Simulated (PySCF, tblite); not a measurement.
# C₆H₇O radical: geometry, infrared bands and EPR parameters

Aim: predict the infrared bands and EPR parameters of C₆H₇O radical (`CC1=CC[CH]C1=O`).

The runs use tblite 0.8.0 and PySCF 2.14.0, with density-fitted response routines of our own; the level of theory stands in each step. All values are computed, except where a source is named. Atoms are numbered from 0 throughout.

### 1 The molecule as given

14 atoms, charge 0, multiplicity 2; geometry from: force field or distance geometry start.

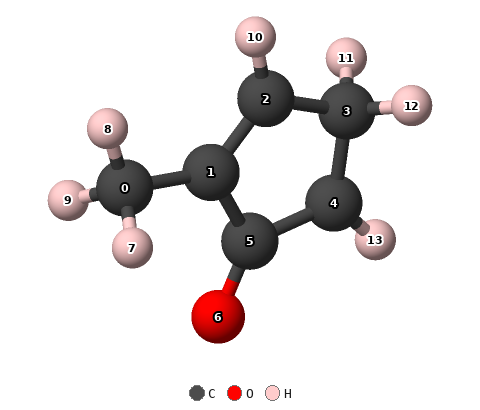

The starting geometry (carbon dark grey, oxygen red, hydrogen pink), atoms numbered.

### 2 Relaxing the molecule with GFN2-xTB

What the job is given:

```
{"job": {"kind": "relax", "xc": "GFN2-xTB", "basis": "xTB"}, "charge": 0, "multiplicity": 2}
C      1.972900     0.284800     0.670300
C      0.571300     0.067600     0.203700
C     -0.307200    -0.873700     0.580000
C     -1.626900    -0.741100    -0.141700
C     -1.431600     0.420800    -1.011100
C     -0.072700     0.920500    -0.803700
O      0.428600     1.878000    -1.369600
H      2.072100     1.286800     1.121000
H      2.264900    -0.453600     1.424900
H      2.658600     0.210000    -0.163500
H     -0.125200    -1.643300     1.308300
H     -1.843600    -1.652600    -0.713400
H     -2.444900    -0.571700     0.586100
H     -2.116900     0.867100    -1.713400
```

Started as:

```console
> OMP_NUM_THREADS=1 python probes_run.py task.json out
```

The driver reads the jobs from task.json and runs them one after another.

Standard output:

```text
step      E/eV     max force
  0    -554.94144    1.140
  1    -554.97369    0.591
  2    -554.98324    0.341
  3    -554.99315    0.289
  4    -555.00052    0.143
  5    -555.00133    0.085
  6    -555.00207    0.078
  7    -555.00246    0.068
  8    -555.00271    0.041
  9    -555.00283    0.031
 10    -555.00296    0.034
 11    -555.00307    0.027
 12    -555.00314    0.014
 13    -555.00316    0.011
 14    -555.00318    0.010
 15    -555.00320    0.010
 16    -555.00322    0.014
 17    -555.00324    0.016
 18    -555.00327    0.014
 19    -555.00329    0.015
 20    -555.00331    0.016
 21    -555.00333    0.012
 22    -555.00333    0.006
```

Wall time 0.12 s (1 thread of AMD EPYC, shared host).

The steps of the relaxation:

```csv
step,energy from step 0 (eV),largest force (eV/Å)
0,0.0000,1.1396
1,-0.0323,0.5906
2,-0.0418,0.3413
3,-0.0517,0.2888
4,-0.0591,0.1427
5,-0.0599,0.0854
6,-0.0606,0.0779
7,-0.0610,0.0677
8,-0.0613,0.0409
9,-0.0614,0.0309
10,-0.0615,0.0336
11,-0.0616,0.0269
12,-0.0617,0.0142
13,-0.0617,0.0112
14,-0.0617,0.0103
15,-0.0618,0.0103
16,-0.0618,0.0145
17,-0.0618,0.0157
18,-0.0618,0.0143
19,-0.0619,0.0150
20,-0.0619,0.0155
21,-0.0619,0.0117
22,-0.0619,0.0059
```

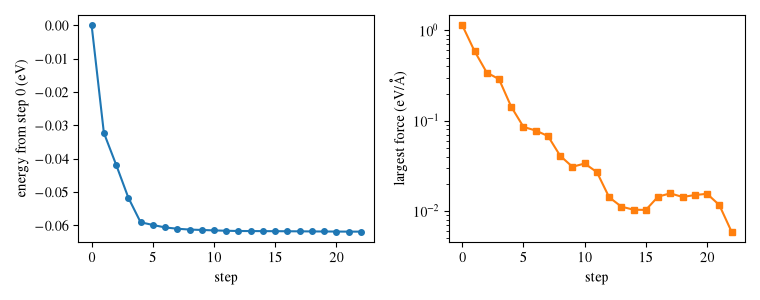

Energy and force, step by step.

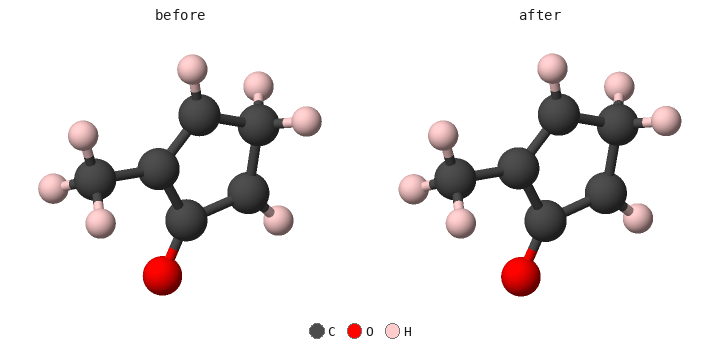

The geometry before (left) and after (right).

Distances of close pairs at the start and the end, largest changes first:

```csv
bond,before (Å),after (Å),change (Å)
C4–C5,1.463,1.432,-0.030
C1–C5,1.469,1.489,+0.020
C0–H7,1.103,1.089,-0.014
C3–H12,1.108,1.096,-0.012
C5–O6,1.220,1.229,+0.009
C3–C4,1.464,1.473,+0.009
C0–H8,1.095,1.087,-0.008
C0–C1,1.493,1.485,-0.008
```

The end geometry stands in the next job.

### 3 Infrared spectrum with GFN2-xTB

What the job is given:

```
{"job": {"kind": "ir", "xc": "GFN2-xTB", "basis": "xTB"}, "charge": 0, "multiplicity": 2}
C      1.963199     0.282308     0.673368
C      0.569119     0.059070     0.212632
C     -0.303963    -0.878372     0.589582
C     -1.615042    -0.742004    -0.131805
C     -1.387934     0.425661    -1.001208
C     -0.062963     0.935772    -0.811625
O      0.453641     1.899025    -1.374118
H      2.053511     1.283167     1.093441
H      2.255030    -0.452031     1.420067
H      2.642719     0.226458    -0.176029
H     -0.135556    -1.654835     1.315288
H     -1.866313    -1.639141    -0.708965
H     -2.452510    -0.581479     0.556710
H     -2.113615     0.835930    -1.679506
```

Standard output:

```text
mode    cm-1     km/mol
  1      65.7      1.44
  2     171.2      3.46
  3     235.6      6.56
  4     241.5      5.61
  5     343.8      1.34
  6     461.4      5.40
  7     484.0      8.19
  8     589.9      2.40
  9     676.5     15.74
 10     710.6      3.00
 11     756.3     27.41
 12     795.1     10.72
 13     871.5      1.80
 14     978.1      0.62
 15    1001.5     16.43
 16    1018.2      2.42
 17    1038.4      5.35
 18    1039.6      8.36
 19    1120.8     35.76
 20    1179.8      6.84
 21    1267.0      3.34
 22    1280.3      5.38
 23    1290.1     45.67
 24    1396.3      7.62
 25    1398.5     22.68
 26    1459.1      4.17
 27    1470.2      5.21
 28    1604.7    241.87
 29    1685.5      8.14
 30    2893.4      6.93
 31    2933.0     21.16
 32    3010.8     13.17
 33    3026.2     10.14
 34    3040.0     30.37
 35    3120.3     26.64
 36    3135.5     12.39
```

Wall time 0.44 s (1 thread of AMD EPYC, shared host).

The strongest bands and the atoms that carry them (share of the mass-weighted mode):

```csv
cm⁻¹,km/mol,atoms
756,27.4,"H10 47 %, C3 16 %, H11 14 %, H12 14 %"
1121,35.8,"C5 35 %, H13 27 %, C4 14 %, H10 10 %"
1290,45.7,"C4 42 %, C5 15 %, C1 14 %, C3 13 %"
1398,22.7,"H11 46 %, H12 46 %"
1605,241.9,"C5 63 %, O6 32 %"
2933,21.2,"H11 48 %, H12 47 %"
3040,30.4,H8 92 %
3120,26.6,H10 92 %
```

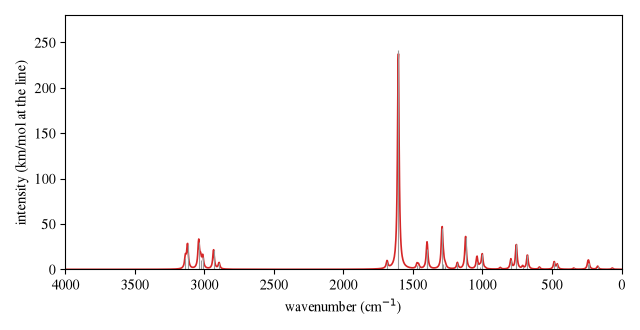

The infrared spectrum from these modes, unscaled. Lines are broadened to a width of 14 cm⁻¹ (Lorentzian).

### 4 EPR parameters: B3LYP/pcH-1

Settings changed since step 3:

```diff
@@ -1,2 +1,2 @@
-{"job": {"kind": "ir", "xc": "GFN2-xTB", "basis": "xTB"}, "charge": 0, "multiplicity": 2}
+{"job": {"kind": "epr", "basis": "pcH-1"}, "charge": 0, "multiplicity": 2}
 C      1.963199     0.282308     0.673368
```

Method: UKS B3LYP, pcH-1 on C H O, non-relativistic, mean-field spin-orbit, GIAO.

Standard output:

```text
UKS, coarse grid
  cycle   1  E = -307.86938938  |g| = 6.25e-01
  cycle   2  E = -306.47150711  |g| = 1.73e+00
  cycle   3  E = -307.99297354  |g| = 2.80e-01
  cycle   4  E = -308.03399406  |g| = 9.67e-02
  cycle   5  E = -308.03807088  |g| = 4.38e-02
  cycle   6  E = -308.03889959  |g| = 2.01e-02
  cycle   7  E = -308.03917125  |g| = 7.63e-03
  cycle   8  E = -308.03923014  |g| = 3.90e-03
  cycle   9  E = -308.03924777  |g| = 1.51e-03
  cycle  10  E = -308.03925214  |g| = 7.93e-04
UKS, final grid
  cycle   1  E = -308.03922944  |g| = 1.08e-03
  cycle   2  E = -308.03922848  |g| = 2.06e-03
  cycle   3  E = -308.03923026  |g| = 3.61e-04
  cycle   4  E = -308.03923036  |g| = 1.92e-04
  cycle   5  E = -308.03923048  |g| = 7.12e-05
  cycle   6  E = -308.03923048  |g| = 2.34e-05
E = -308.03923048 Eh   <S^2> = 0.7623 (exact 0.7500)
g shifts (ppm)      1          2          3
  rmc          -185       -185       -185
  gc             -8         30         35
  oz_so          -8       1793       5706
  total        -200       1638       5556
hyperfine (MHz)  atom isotope    a_iso     a_fc   dipolar eigenvalues
    0   13C      -0.07      -0.07     -0.34     -0.18      0.51
    1   13C      -5.14      -5.14     -2.30      0.14      2.16
    2   13C       4.65       4.65     -4.91     -2.35      7.26
    3   13C     -24.46     -24.46     -1.97      0.57      1.40
    4   13C      67.32      67.32    -65.67    -65.00    130.67
    5   13C     -37.19     -37.19    -11.27      2.00      9.27
    6   17O     -18.85     -18.85    -87.34     43.38     43.96
    7    1H      -0.44      -0.44     -1.32     -0.85      2.17
    8    1H      -0.07      -0.07     -0.88     -0.62      1.50
    9    1H      -0.43      -0.43     -1.32     -0.85      2.17
   10    1H      -4.64      -4.64     -3.31     -1.34      4.65
   11    1H      57.73      57.73     -4.68     -2.78      7.46
   12    1H      57.79      57.79     -4.69     -2.78      7.46
   13    1H     -52.27     -52.27    -30.07     -1.79     31.86
```

It took 68 s on 1 thread of AMD EPYC, shared host; peak memory 0.93 GiB.

Principal g values 2.00212, 2.00396, 2.00788; g(iso) = 2.00465, against 2.00232 for a free electron.

Hyperfine couplings; where a row names several nuclei, a(iso) is their mean (it holds for fast rotation or exchange) and the dipolar term the largest among them:

```csv
nuclei,isotope,a(iso) (MHz),"a(iso) (G, at g = 2.0023)",largest dipolar term (MHz)
C4,13C,67.3,24.0,130.7
"H11, H12",1H,57.8,20.6,7.5
H13,1H,-52.3,-18.7,31.9
C5,13C,-37.2,-13.3,-11.3
C3,13C,-24.5,-8.7,-2.0
O6,17O,-18.9,-6.7,-87.3
C1,13C,-5.1,-1.8,-2.3
C2,13C,4.7,1.7,7.3
H10,1H,-4.6,-1.7,4.7
"H7, H8, H9",1H,-0.3,-0.1,2.2
C0,13C,-0.1,0.0,0.5
```

Mulliken spin populations:

C0 0.00; C1 -0.02; C2 0.06; C3 -0.06; C4 0.84; C5 -0.10; O6 0.28; H7 0.00; H8 0.00; H9 0.00; H10 0.00; H11 0.02; H12 0.02; H13 -0.03

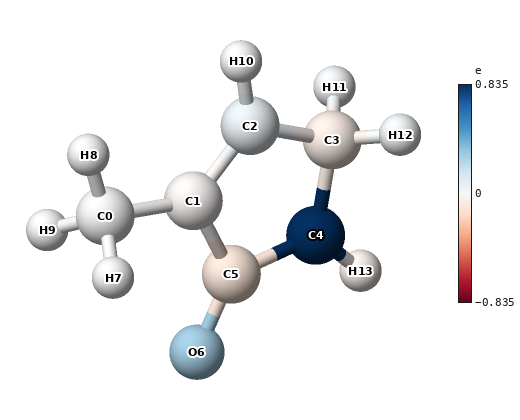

Mulliken spin populations, as colours on the atoms.

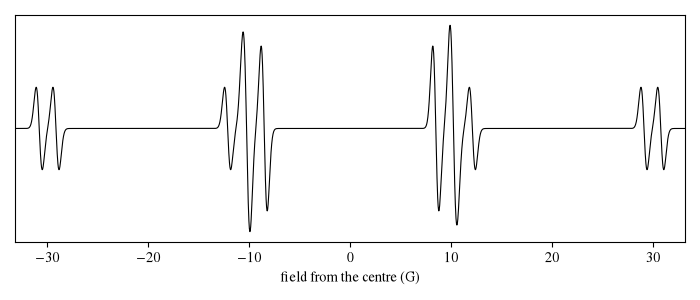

First-order isotropic spectrum (first derivative, main isotopes with spin only, couplings over 0.8 MHz, Gaussian width 0.3 G; couplings of the frozen geometry, rotation of groups not averaged beyond the rows shown).

The fields below are evaluated on a grid from the run's orbitals.

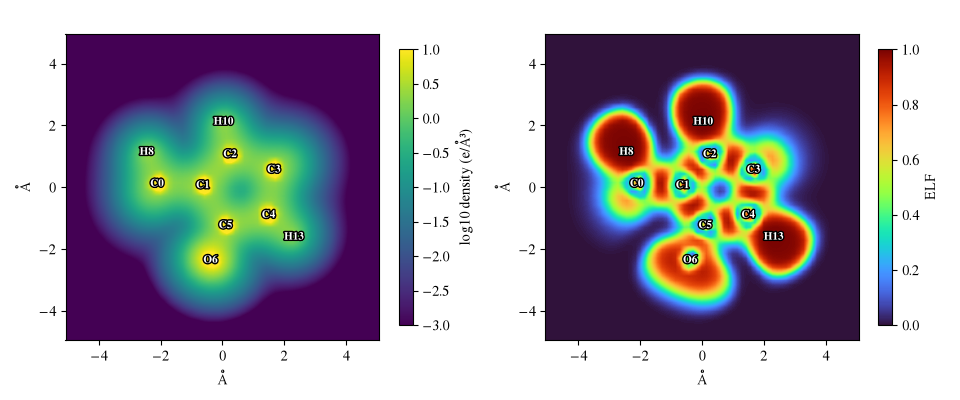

Density (left) and ELF (right) in a plane through or near 10 of the atoms.

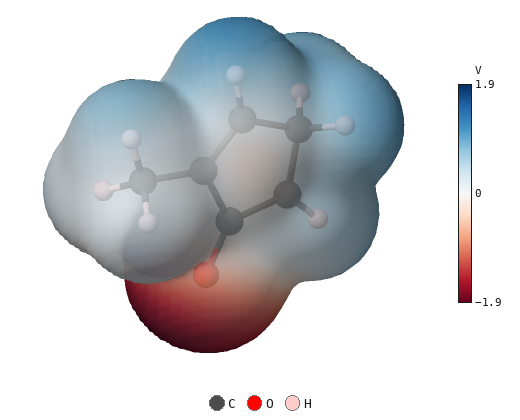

Electrostatic potential on the surface of density 0.002 e/bohr³; red is low, blue high. It runs, from the 1st to the 99th percentile, from -1.90 V near O6 to 1.10 V near H10.

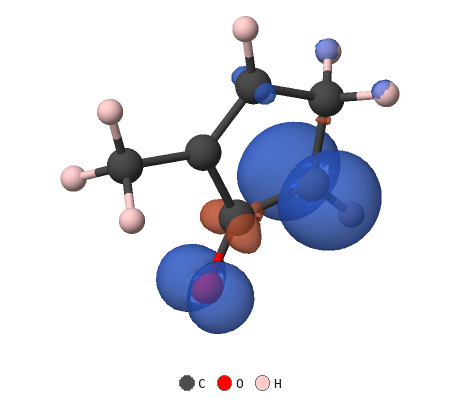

Spin density at ±0.04 e/Å³ (alpha excess blue, beta excess red).

### 5 Results

| quantity | value |
| --- | --- |
| strongest single infrared mode (GFN2-xTB) | 1605 cm⁻¹, 242 km/mol |
| zero-point energy (GFN2-xTB) | 68.3 kcal/mol |
| g(iso) (B3LYP) | 2.00465 |
| ⟨S²⟩ | 0.762 (exact 0.75) |
| largest a(iso) (averaged by class) | 13C on C4, 67.3 MHz |
| surface potential, 1st and 99th percentile | -1.90 V and 1.10 V |

In words: Over 22 steps the energy fell by 0.062 eV; of the close pairs, C4–C5 changed most, 1.463 to 1.432 Å. No mode is imaginary among the 36: a minimum at this level. The strongest single mode, at 1605 cm⁻¹, moves mainly C5 and O6. GFN2-xTB is a fitted tight-binding method: band positions and strengths are rough. Its intensities can rank the bands wrongly. The largest share of the spin, 0.84 e, sits on C4. The isotropic g lies 2.3 ppt above the free-electron value.
